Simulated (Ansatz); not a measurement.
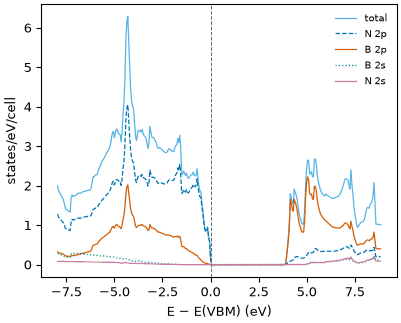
Figure. Total and projected density of states of BN in space group P6_3/mmc (No. 194; B on 4f, N on 4f), PBE+D3(BJ) (plane waves, PAW; program Ansatz)

Which orbitals carry the states next to the gap?

Top 1 eV of the valence band: N 2p 91 %, B 2p 8 %. Bottom 1 eV of the conduction band: B 2p 85 %, N 2p 11 %. Projections are on Löwdin-orthogonalised atomic valence shells; empty p or d shells of many metals are not among them.

Where is the tallest occupied peak in this window, and what makes it?

Near -4.3 eV, about 6.3 states/eV per cell; the largest projected share is N 2p.

A made-up cell: these elements were put on the sites of a structure type. Its sites differ from those of the usual phase in this space group: another stacking or structure type. The cell was relaxed with PBE+D3(BJ) under the symmetry of its start; phonons on a q-mesh show weakly imaginary modes. The volume moved by 57 % from the start of the relaxation.

Potentials: the later of the program's two PAW sets.
